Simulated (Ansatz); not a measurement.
# C$_{4}$H$_{6}$Se (SMILES C=CC(C)=[Se]): what the fields show

The calculation's input:

```
crystal:
  periodic: [false, false, false]
  atoms:
    - {symbol: C, position_ang: [-1.554234, -0.589549, 0.178340]}
    - {symbol: C, position_ang: [-0.589798, -0.097390, 0.962189]}
    - {symbol: C, position_ang: [0.705116, 0.347627, 0.488267]}
    - {symbol: C, position_ang: [1.009785, 0.262675, -0.969589]}
    - {symbol: Se, position_ang: [1.890184, 0.979627, 1.650192]}
    - {symbol: H, position_ang: [-1.432574, -0.693171, -0.893661]}
    - {symbol: H, position_ang: [-2.502687, -0.905499, 0.595881]}
    - {symbol: H, position_ang: [-0.752161, -0.010449, 2.031356]}
    - {symbol: H, position_ang: [0.287498, 0.850549, -1.545766]}
    - {symbol: H, position_ang: [2.011666, 0.628087, -1.180014]}
    - {symbol: H, position_ang: [0.927206, -0.772517, -1.317185]}
basis:
  gaussian: {orbitals: def2-TZVPP}
hamiltonian: {xc: pbe0, dispersion: d4}
output: {orbitals: {seedname: orbitals}}
```

Launched as:

```sh
ansatz run in.yaml --threads 4 --pin off --events-out ev --progress --plain --max-ram 10444MiB
```

Geometry: PBE0-D4/def2-TZVP.

All numbers below come from RKS PBE0-D4/def2-TZVPP (Ansatz 0.2.0).

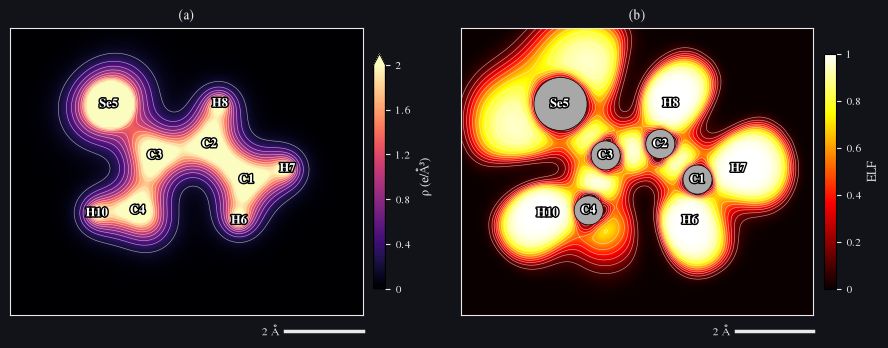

Figure 1. (a) total electron density; (b) electron localisation function on the plane of atoms H6, C1 and H7. Grey discs cover the atomic cores in the ELF map.

**Read the bonding off the picture.**

The plane passes through C, Se and H nuclei.
C–C (1.34 Å): ρ at the midpoint is about 2.4 e/Å³; the ELF peaks at about 0.95 between the atoms (a multiple bond).
C–Se (1.78 Å): the density is about 1.3 e/Å³ at the midpoint; the ELF peaks at about 0.90 between the atoms; a covalent bond.
C–H (1.08 Å): ρ is about 2.1 e/Å³ halfway; the ELF climbs to about 1 towards the hydrogen, as it does in any bond to H (an ordinary covalent bond to hydrogen).
C–C (1.45 Å): ρ is about 1.9 e/Å³ halfway; the ELF peaks at about 0.95 between the atoms; a covalent bond.
C–C (1.49 Å): the density is about 1.8 e/Å³ at the midpoint; the ELF peaks at about 0.95 between the atoms, as expected for localised, covalent bonding.
The ELF also peaks beside Se5, away from the bonds: lone-pair regions.

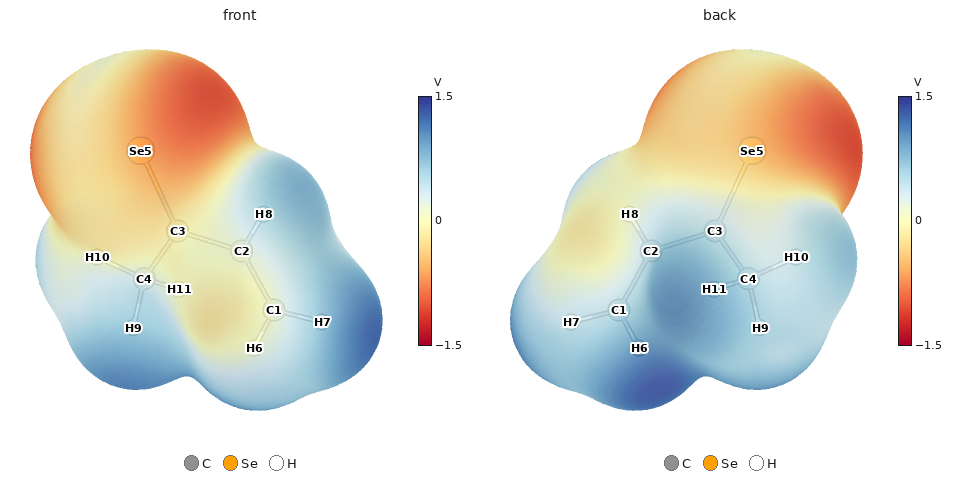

Figure 2. The electrostatic potential painted on the density surface at 0.002 e/bohr³, seen from the front and from behind; the colour scale runs from red (negative) to blue (positive).

**Which sites attract a positive test charge, and which a negative one?**

A positive charge is drawn to the negative regions and a negative charge to the positive ones. The most negative region (about −1.1 V, or −25 kcal/mol for a unit charge) lies over Se5, the most positive (about +1.3 V, or +30 kcal/mol for a unit charge) over H6.

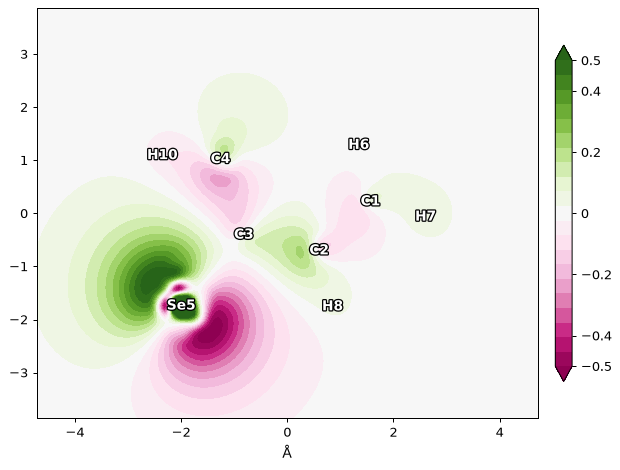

Figure 3. The HOMO on the plane of atoms C2, C1 and H7 (values in Å⁻³ᐟ²; the overall sign is arbitrary).

**What is the character of this orbital?**

Its weight (Hirshfeld) is mainly on Se5 (about 90 %); largely a lone pair of Se5. Its energy is −6.11 eV.
